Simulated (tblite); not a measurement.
**Geometry relaxation of C₄H₆OS₂Si (part 1 of 2)**

- system: C₄H₆OS₂Si
- method: GFN2-xTB geometry optimisation, gas phase (tblite 0.8.0)

It belongs to a series of runs on one base structure; here: H on Si replaced by vinyl.

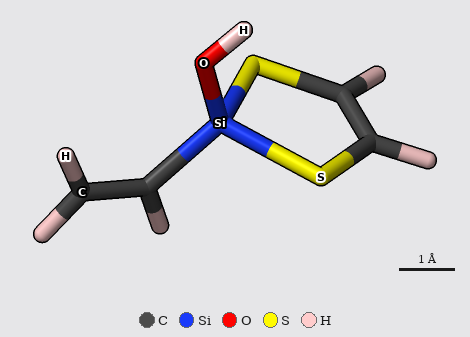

Fig. 1: The input geometry (stick view, seen at a tilt).

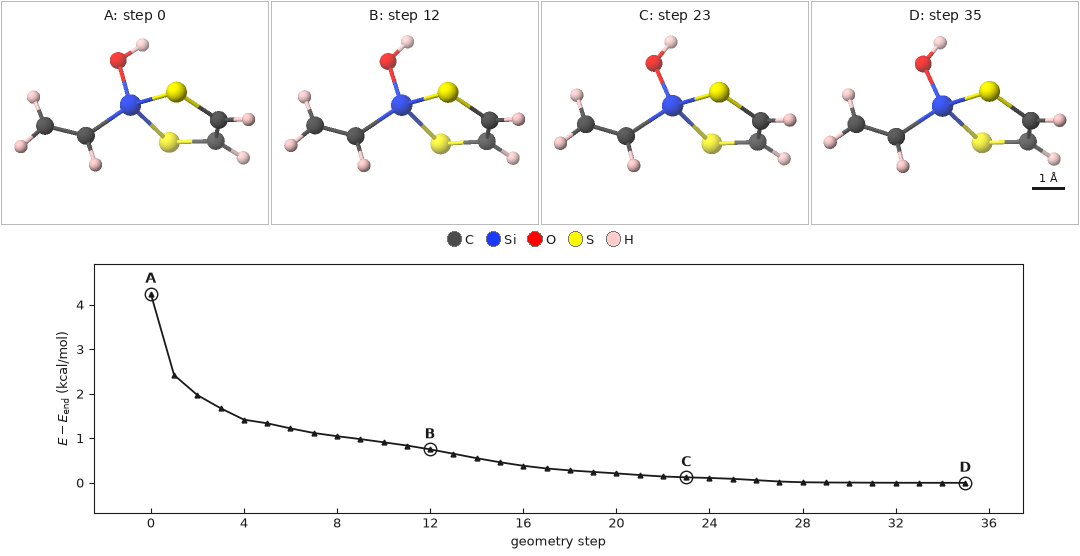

Fig. 2: Frames of the relaxation (ball-and-stick view, seen at a tilt) above the curves, on which the letters mark them (steps are counted from 0).

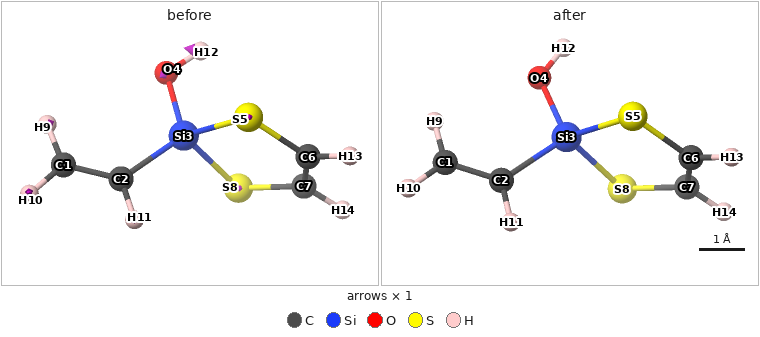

Fig. 3: Before (left) and after (right) the relaxation, at one scale (ball-and-stick view, seen at a tilt). The pink arrows give the displacements, at true length. The energy falls by 4.25 kcal/mol in 35 geometry steps. Largest force component: 1.4 eV/Å at the start, 0.009 eV/Å at the end. H12 moves most after the best rigid fit: 0.39 Å. By element the largest moves are H 0.39 Å, O 0.21 Å, S 0.10 Å, C 0.08 Å, Si 0.07 Å. Among the contacts that change: C2–Si3 1.823 → 1.874 Å, Si3–S5 2.128 → 2.164 Å, Si3–O4 1.653 → 1.620 Å, C6–C7 1.345 → 1.329 Å. Among the angles that change: Si3–O4–H12 113.7° → 123.7°, C2–Si3–O4 116.0° → 106.6°, O4–Si3–S8 108.4° → 112.6°. (Atoms are counted from 1 in the order of the input.)

These pictures come from the run below.

## The input
```
{"job": {"kind": "relax", "xc": "GFN2-xTB", "basis": "xTB"}, "charge": 0, "multiplicity": 1}
C     -2.980200     0.182900    -0.149400
C     -1.759600    -0.313100    -0.302700
Si    -0.184300     0.451700     0.202900
O     -0.294400     1.949200     0.895300
S      0.950500    -0.828400     1.468300
C      2.325900    -1.043600     0.422800
C      2.426100    -0.461400    -0.785700
S      1.184200     0.562800    -1.425300
H     -3.166200     1.155200     0.304400
H     -3.862200    -0.374200    -0.479900
H     -1.639000    -1.295500    -0.753000
H      0.557400     2.319900     1.155200
H      3.130400    -1.674700     0.797600
H      3.310700    -0.631200    -1.397600
```

The first line tells a small driver script what to run in tblite; the rest is the geometry in Å.

Command:
```bash
OMP_NUM_THREADS=1 python <driver script> task.json out
```

## Log
```
step      E/eV     max force
  0    -651.17617    1.656
  1    -651.25534    0.644
  2    -651.27489    0.390
  3    -651.28772    0.343
  4    -651.29882    0.270
  5    -651.30237    0.247
  6    -651.30733    0.199
  7    -651.31180    0.203
  8    -651.31493    0.167
  9    -651.31776    0.187
 10    -651.32086    0.234
 11    -651.32401    0.227
 12    -651.32778    0.206
 13    -651.33201    0.237
 14    -651.33638    0.172
 15    -651.34031    0.186
 16    -651.34374    0.150
 17    -651.34637    0.167
 18    -651.34826    0.139
 19    -651.34972    0.137
 20    -651.35117    0.138
 21    -651.35277    0.118
 22    -651.35420    0.104
 23    -651.35500    0.097
 24    -651.35562    0.094
 25    -651.35646    0.097
 26    -651.35775    0.132
 27    -651.35908    0.110
 28    -651.35981    0.054
 29    -651.36004    0.030
 30    -651.36014    0.024
 31    -651.36024    0.025
 32    -651.36031    0.022
 33    -651.36034    0.014
 34    -651.36036    0.011
 35    -651.36037    0.009
```

## Trajectory as extended XYZ (Å, eV, eV/Å), 36 frames, from step=0 to step=35
```
14
Properties=species:S:1:pos:R:3:forces:R:3 step=0 energy=-651.17617
C    -2.9802    0.1829   -0.1494   -0.3350  -0.0350  -0.0470
C    -1.7596   -0.3131   -0.3027   -1.1230  -0.3800  -0.1900
Si   -0.1843    0.4517    0.2029    0.6150   1.3920   0.6530
O    -0.2944    1.9492    0.8953    0.2300  -0.6870  -0.2630
S     0.9505   -0.8284    1.4683    0.3200  -0.5500   0.6120
C     2.3259   -1.0436    0.4228    0.4790   0.1470  -0.7460
C     2.4261   -0.4614   -0.7857    0.3600  -0.6650   0.8190
S     1.1842    0.5628   -1.4253    0.3330   0.2320  -0.9160
H    -3.1662    1.1552    0.3044    0.1580  -0.3820  -0.1810
H    -3.8622   -0.3742   -0.4799    0.3600   0.2980   0.1620
H    -1.6390   -1.2955   -0.7530   -0.1500   0.0390  -0.0280
H     0.5574    2.3199    1.1552   -0.3600   0.1530   0.0330
H     3.1304   -1.6747    0.7976   -0.4360   0.2190   0.0060
H     3.3107   -0.6312   -1.3976   -0.4520   0.2190   0.0850
14
Properties=species:S:1:pos:R:3:forces:R:3 step=1 energy=-651.25534
C    -2.9849    0.1824   -0.1500   -0.4230   0.0650  -0.0020
C    -1.7757   -0.3185   -0.3054    0.1130  -0.0270   0.0690
Si   -0.1755    0.4716    0.2123    0.1020   0.1200   0.0040
O    -0.2911    1.9393    0.8915    0.1440   0.0230   0.0620
S     0.9551   -0.8363    1.4771    0.3330  -0.3710   0.3070
C     2.3327   -1.0415    0.4121    0.0690  -0.2910   0.5010
C     2.4313   -0.4709   -0.7740    0.1220   0.1290  -0.4370
S     1.1890    0.5661   -1.4384    0.3710   0.0320  -0.5250
H    -3.1640    1.1497    0.3018    0.1030  -0.1970  -0.0950
H    -3.8570   -0.3699   -0.4775    0.0300   0.1400   0.0620
H    -1.6411   -1.2949   -0.7534   -0.1640  -0.0700  -0.0760
H     0.5523    2.3221    1.1557   -0.2920   0.2070   0.0660
H     3.1242   -1.6716    0.7977   -0.2380   0.0870   0.0500
H     3.3042   -0.6281   -1.3964   -0.2710   0.1510   0.0150
14
Properties=species:S:1:pos:R:3:forces:R:3 step=2 energy=-651.27489
C    -2.9930    0.1833   -0.1502    0.2400  -0.1190  -0.0390
C    -1.7777   -0.3202   -0.3050   -0.0460   0.1790   0.1440
Si   -0.1717    0.4784    0.2146    0.1040  -0.3170  -0.1970
O    -0.2880    1.9373    0.8916   -0.0680   0.1590   0.1020
S     0.9616   -0.8442    1.4842    0.2100  -0.2120   0.1640
C     2.3355   -1.0458    0.4177   -0.1400   0.1630  -0.1570
C     2.4345   -0.4711   -0.7783   -0.1990  -0.0370   0.2240
S     1.1962    0.5674   -1.4501    0.2630  -0.0200  -0.2870
H    -3.1617    1.1452    0.2996    0.0320   0.0120   0.0010
H    -3.8553   -0.3666   -0.4760   -0.2190  -0.0040  -0.0260
H    -1.6443   -1.2959   -0.7547   -0.1530  -0.0570  -0.0630
H     0.5463    2.3260    1.1569   -0.0850   0.2990   0.1310
H     3.1188   -1.6694    0.7985    0.0440  -0.1210   0.1560
H     3.2982   -0.6249   -1.3958    0.0160   0.0770  -0.1530
14
Properties=species:S:1:pos:R:3:forces:R:3 step=3 energy=-651.28772
C    -2.9931    0.1819   -0.1509    0.0910  -0.0290  -0.0030
C    -1.7797   -0.3184   -0.3026    0.1670  -0.0360   0.0410
Si   -0.1682    0.4770    0.2128    0.1420  -0.2550  -0.1540
O    -0.2875    1.9387    0.8932   -0.1140   0.0070   0.0210
S     0.9679   -0.8513    1.4902    0.0750  -0.0830   0.0670
C     2.3348   -1.0452    0.4176   -0.0800   0.0670  -0.0460
C     2.4330   -0.4720   -0.7765   -0.1230   0.0110   0.0620
S     1.2036    0.5678   -1.4602    0.1270  -0.0290  -0.1180
H    -3.1602    1.1432    0.2986    0.0120   0.0520   0.0200
H    -3.8578   -0.3651   -0.4756   -0.2040  -0.0160  -0.0310
H    -1.6482   -1.2973   -0.7563   -0.1460   0.0520  -0.0030
H     0.5421    2.3325    1.1595   -0.0210   0.3110   0.1430
H     3.1169   -1.6702    0.8013    0.0510  -0.1030   0.1170
H     3.2956   -0.6222   -1.3979    0.0240   0.0500  -0.1140
14
Properties=species:S:1:pos:R:3:forces:R:3 step=4 energy=-651.29882
C    -2.9939    0.1805   -0.1515    0.1700  -0.0730  -0.0130
C    -1.7774   -0.3193   -0.2999    0.0100  -0.0230   0.0040
Si   -0.1601    0.4721    0.2085    0.1530  -0.0810  -0.0440
O    -0.2892    1.9385    0.8946    0.0720  -0.1140  -0.0300
S     0.9766   -0.8614    1.4988   -0.0920   0.0780  -0.0510
C     2.3333   -1.0444    0.4180    0.0580  -0.0730   0.0630
C     2.4300   -0.4726   -0.7750    0.0440   0.0170  -0.1090
S     1.2148    0.5678   -1.4748   -0.0630  -0.0210   0.0790
H    -3.1579    1.1415    0.2976   -0.0030   0.0850   0.0380
H    -3.8644   -0.3631   -0.4756   -0.0920   0.0110  -0.0090
H    -1.6561   -1.2969   -0.7579   -0.0980   0.0280   0.0010
H     0.5365    2.3471    1.1657   -0.1810   0.1880   0.0710
H     3.1149   -1.6727    0.8067    0.0170  -0.0360   0.0310
H     3.2922   -0.6177   -1.4023    0.0050   0.0140  -0.0300
14
Properties=species:S:1:pos:R:3:forces:R:3 step=5 energy=-651.30237
C    -2.9911    0.1787   -0.1520   -0.0910   0.0600   0.0310
C    -1.7770   -0.3196   -0.2988    0.1610  -0.0830  -0.0270
Si   -0.1549    0.4693    0.2064    0.0890  -0.0160  -0.0040
O    -0.2884    1.9367    0.8947    0.0650  -0.1630  -0.0590
S     0.9782   -0.8637    1.5010   -0.0990   0.0970  -0.0830
C     2.3339   -1.0453    0.4191    0.0670  -0.0230  -0.0460
C     2.4298   -0.4726   -0.7761    0.0540  -0.0470   0.0090
S     1.2177    0.5675   -1.4786   -0.0940  -0.0200   0.1090
H    -3.1572    1.1423    0.2978    0.0160   0.0070   0.0040
H    -3.8680   -0.3622   -0.4756    0.0200   0.0510   0.0190
H    -1.6604   -1.2965   -0.7585   -0.0690   0.0090   0.0000
H     0.5313    2.3550    1.1689   -0.1750   0.1630   0.0610
H     3.1144   -1.6741    0.8091    0.0270  -0.0320   0.0140
H     3.2910   -0.6159   -1.4042    0.0290  -0.0030  -0.0260
14
Properties=species:S:1:pos:R:3:forces:R:3 step=6 energy=-651.30733
C    -2.9896    0.1777   -0.1520   -0.0490   0.0780   0.0410
C    -1.7731   -0.3212   -0.2976   -0.0070  -0.0050  -0.0220
Si   -0.1464    0.4648    0.2032   -0.0140   0.0510   0.0390
O    -0.2859    1.9314    0.8938    0.0200  -0.1700  -0.0750
S     0.9788   -0.8651    1.5025   -0.0490   0.0820  -0.1140
C     2.3356   -1.0465    0.4189    0.0600  -0.0450  -0.0040
C     2.4301   -0.4739   -0.7764    0.0850  -0.0460  -0.0140
S     1.2200    0.5667   -1.4820   -0.0830  -0.0320   0.1160
H    -3.1557    1.1431    0.2981    0.0320  -0.0420  -0.0160
H    -3.8723   -0.3599   -0.4753    0.1250   0.0760   0.0410
H    -1.6675   -1.2962   -0.7595   -0.0180  -0.0460  -0.0160
H     0.5207    2.3689    1.1744   -0.1490   0.1240   0.0460
H     3.1144   -1.6768    0.8126    0.0130  -0.0050  -0.0200
H     3.2902   -0.6135   -1.4076    0.0340  -0.0210  -0.0030
14
Properties=species:S:1:pos:R:3:forces:R:3 step=7 energy=-651.31180
C    -2.9871    0.1777   -0.1513   -0.0810   0.1000   0.0440
C    -1.7707   -0.3220   -0.2968   -0.0370  -0.0060  -0.0350
Si   -0.1394    0.4610    0.2009   -0.1280   0.0250   0.0270
O    -0.2834    1.9232    0.8914    0.0010  -0.0300  -0.0170
S     0.9777   -0.8639    1.5006    0.0390   0.0160  -0.0940
C     2.3383   -1.0485    0.4188    0.0250  -0.0130  -0.0330
C     2.4321   -0.4757   -0.7775    0.0610  -0.0550   0.0350
S     1.2196    0.5651   -1.4814   -0.0140  -0.0470   0.0650
H    -3.1540    1.1436    0.2983    0.0450  -0.0450  -0.0140
H    -3.8738   -0.3564   -0.4743    0.1790   0.0810   0.0510
H    -1.6741   -1.2970   -0.7608    0.0190  -0.0480  -0.0100
H     0.5082    2.3840    1.1803   -0.1690   0.0540   0.0110
H     3.1151   -1.6795    0.8153    0.0140   0.0010  -0.0290
H     3.2907   -0.6121   -1.4107    0.0480  -0.0320  -0.0020
14
Properties=species:S:1:pos:R:3:forces:R:3 step=8 energy=-651.31493
C    -2.9858    0.1792   -0.1500    0.0010   0.0650   0.0280
C    -1.7697   -0.3227   -0.2970   -0.0860   0.0080  -0.0320
Si   -0.1368    0.4582    0.1995   -0.1660   0.0090   0.0130
O    -0.2815    1.9173    0.8896   -0.0950   0.0390   0.0060
S     0.9772   -0.8623    1.4971    0.0910  -0.0450  -0.0460
C     2.3407   -1.0502    0.4182    0.0070  -0.0110  -0.0170
C     2.4347   -0.4778   -0.7778    0.0400  -0.0300   0.0120
S     1.2188    0.5629   -1.4791    0.0460  -0.0560   0.0080
H    -3.1520    1.1438    0.2985    0.0460   0.0060   0.0130
H    -3.8719   -0.3527   -0.4728    0.1340   0.0490   0.0350
H    -1.6783   -1.2982   -0.7617    0.0330  -0.0400  -0.0050
H     0.4958    2.3955    1.1846   -0.1120   0.0390   0.0090
H     3.1162   -1.6815    0.8166    0.0140   0.0020  -0.0280
H     3.2921   -0.6119   -1.4129    0.0470  -0.0350   0.0030
14
Properties=species:S:1:pos:R:3:forces:R:3 step=9 energy=-651.31776
C    -2.9844    0.1816   -0.1484    0.0520   0.0350   0.0130
C    -1.7703   -0.3235   -0.2979   -0.0610  -0.0040  -0.0300
Si   -0.1373    0.4559    0.1985   -0.1310  -0.0140  -0.0020
O    -0.2819    1.9125    0.8880   -0.1430   0.1150   0.0370
S     0.9785   -0.8619    1.4934    0.0920  -0.0780   0.0030
C     2.3430   -1.0522    0.4175    0.0040  -0.0080  -0.0180
C     2.4378   -0.4802   -0.7782    0.0200  -0.0090  -0.0070
S     1.2191    0.5598   -1.4771    0.0710  -0.0530  -0.0290
H    -3.1494    1.1445    0.2991    0.0440   0.0720   0.0450
H    -3.8681   -0.3486   -0.4708    0.0450   0.0060   0.0090
H    -1.6818   -1.2998   -0.7625    0.0320  -0.0200   0.0020
H     0.4826    2.4070    1.1888   -0.0980   0.0020  -0.0070
H     3.1173   -1.6832    0.8174    0.0250  -0.0060  -0.0220
H     3.2943   -0.6123   -1.4149    0.0480  -0.0380   0.0070
14
Properties=species:S:1:pos:R:3:forces:R:3 step=10 energy=-651.32086
C    -2.9824    0.1853   -0.1463    0.0800   0.0050  -0.0040
C    -1.7717   -0.3249   -0.2995   -0.0140  -0.0070  -0.0170
Si   -0.1401    0.4532    0.1974   -0.0300   0.0010   0.0050
O    -0.2854    1.9093    0.8869   -0.1970   0.1210   0.0350
S     0.9817   -0.8631    1.4894    0.0520  -0.0810   0.0440
C     2.3460   -1.0547    0.4164    0.0150  -0.0140  -0.0140
C     2.4418   -0.4831   -0.7789    0.0080   0.0100  -0.0340
S     1.2207    0.5554   -1.4755    0.0610  -0.0360  -0.0490
H    -3.1455    1.1467    0.3007    0.0450   0.1230   0.0690
H    -3.8630   -0.3438   -0.4685   -0.0600  -0.0310  -0.0150
H    -1.6851   -1.3020   -0.7634    0.0220  -0.0060   0.0040
H     0.4656    2.4200    1.1934   -0.0690  -0.0290  -0.0190
H     3.1191   -1.6854    0.8178    0.0390  -0.0160  -0.0170
H     3.2975   -0.6135   -1.4169    0.0460  -0.0400   0.0110
14
Properties=species:S:1:pos:R:3:forces:R:3 step=11 energy=-651.32401
C    -2.9797    0.1896   -0.1440    0.0580  -0.0080  -0.0140
C    -1.7730   -0.3266   -0.3016    0.0440  -0.0040   0.0020
Si   -0.1431    0.4510    0.1967    0.0890   0.0260   0.0230
O    -0.2929    1.9077    0.8862   -0.2020   0.1000   0.0250
S     0.9862   -0.8661    1.4863   -0.0050  -0.0550   0.0590
C     2.3496   -1.0576    0.4148    0.0290  -0.0180  -0.0130
C     2.4464   -0.4862   -0.7801    0.0050   0.0150  -0.0420
S     1.2238    0.5501   -1.4752    0.0220  -0.0090  -0.0460
H    -3.1403    1.1509    0.3035    0.0530   0.1230   0.0680
H    -3.8587   -0.3390   -0.4661   -0.1280  -0.0390  -0.0230
H    -1.6884   -1.3045   -0.7644    0.0090   0.0080   0.0040
H     0.4459    2.4334    1.1979   -0.0720  -0.0740  -0.0410
H     3.1216   -1.6879    0.8179    0.0530  -0.0240  -0.0150
H     3.3018   -0.6154   -1.4189    0.0450  -0.0410   0.0150
14
Properties=species:S:1:pos:R:3:forces:R:3 step=12 energy=-651.32778
C    -2.9762    0.1951   -0.1415    0.0140  -0.0180  -0.0220
C    -1.7738   -0.3285   -0.3040    0.0900   0.0190   0.0300
Si   -0.1454    0.4495    0.1967    0.1920   0.0590   0.0450
O    -0.3060    1.9080    0.8859   -0.1930   0.0230  -0.0110
S     0.9916   -0.8707    1.4836   -0.0590  -0.0090   0.0500
C     2.3544   -1.0613    0.4125    0.0360  -0.0220  -0.0050
C     2.4520   -0.4898   -0.7821    0.0050   0.0070  -0.0360
S     1.2278    0.5437   -1.4757   -0.0270   0.0250  -0.0290
H    -3.1328    1.1579    0.3079    0.0640   0.0650   0.0380
H    -3.8553   -0.3339   -0.4636   -0.1490  -0.0100  -0.0110
H    -1.6917   -1.3075   -0.7655   -0.0050   0.0280   0.0060
H     0.4213    2.4471    1.2022   -0.0650  -0.1030  -0.0540
H     3.1257   -1.6912    0.8174    0.0610  -0.0260  -0.0180
H     3.3078   -0.6187   -1.4208    0.0370  -0.0370   0.0170
14
Properties=species:S:1:pos:R:3:forces:R:3 step=13 energy=-651.33201
C    -2.9723    0.2010   -0.1391   -0.0290  -0.0200  -0.0210
C    -1.7734   -0.3300   -0.3060    0.1100   0.0450   0.0580
Si   -0.1450    0.4492    0.1977    0.2230   0.0640   0.0480
O    -0.3249    1.9091    0.8853   -0.1400  -0.0490  -0.0400
S     0.9969   -0.8764    1.4815   -0.0810   0.0390   0.0190
C     2.3603   -1.0659    0.4098    0.0290  -0.0190   0.0050
C     2.4584   -0.4937   -0.7847    0.0030  -0.0090  -0.0110
S     1.2320    0.5370   -1.4771   -0.0600   0.0530  -0.0020
H    -3.1230    1.1665    0.3135    0.0710  -0.0320  -0.0130
H    -3.8538   -0.3281   -0.4608   -0.1160   0.0460   0.0170
H    -1.6951   -1.3105   -0.7666   -0.0120   0.0610   0.0150
H     0.3925    2.4598    1.2056   -0.0770  -0.1290  -0.0680
H     3.1314   -1.6953    0.8164    0.0560  -0.0200  -0.0250
H     3.3153   -0.6232   -1.4224    0.0210  -0.0280   0.0190
14
Properties=species:S:1:pos:R:3:forces:R:3 step=14 energy=-651.33638
C    -2.9686    0.2065   -0.1372   -0.0410  -0.0220  -0.0140
C    -1.7714   -0.3301   -0.3069    0.0940   0.0640   0.0750
Si   -0.1414    0.4502    0.1998    0.1620   0.0430   0.0280
O    -0.3476    1.9106    0.8843   -0.0860  -0.1300  -0.0730
S     1.0010   -0.8814    1.4797   -0.0560   0.0710  -0.0160
C     2.3665   -1.0706    0.4072    0.0090  -0.0110   0.0170
C     2.4646   -0.4976   -0.7875   -0.0060  -0.0240   0.0190
S     1.2351    0.5314   -1.4784   -0.0530   0.0660   0.0240
H    -3.1118    1.1747    0.3189    0.0680  -0.1250  -0.0630
H    -3.8544   -0.3216   -0.4577   -0.0450   0.1070   0.0480
H    -1.6978   -1.3121   -0.7673   -0.0080   0.0960   0.0270
H     0.3632    2.4680    1.2068   -0.0670  -0.1130  -0.0590
H     3.1385   -1.6996    0.8144    0.0350  -0.0070  -0.0310
H     3.3235   -0.6287   -1.4233   -0.0070  -0.0140   0.0190
14
Properties=species:S:1:pos:R:3:forces:R:3 step=15 energy=-651.34031
C    -2.9651    0.2103   -0.1359   -0.0240  -0.0150   0.0000
C    -1.7681   -0.3288   -0.3061    0.0530   0.0540   0.0680
Si   -0.1353    0.4515    0.2018    0.0430  -0.0080  -0.0130
O    -0.3692    1.9098    0.8821   -0.0070  -0.1340  -0.0680
S     1.0036   -0.8846    1.4782   -0.0010   0.0740  -0.0310
C     2.3718   -1.0748    0.4054   -0.0130   0.0020   0.0220
C     2.4696   -0.5013   -0.7897   -0.0190  -0.0270   0.0380
S     1.2371    0.5277   -1.4791   -0.0080   0.0600   0.0390
H    -3.1008    1.1798    0.3226    0.0520  -0.1580  -0.0840
H    -3.8563   -0.3142   -0.4542    0.0250   0.1370   0.0630
H    -1.7003   -1.3114   -0.7672    0.0110   0.1130   0.0360
H     0.3367    2.4727    1.2067   -0.0830  -0.1050  -0.0560
H     3.1453   -1.7035    0.8121    0.0060   0.0090  -0.0330
H     3.3305   -0.6338   -1.4236   -0.0360   0.0010   0.0190
```
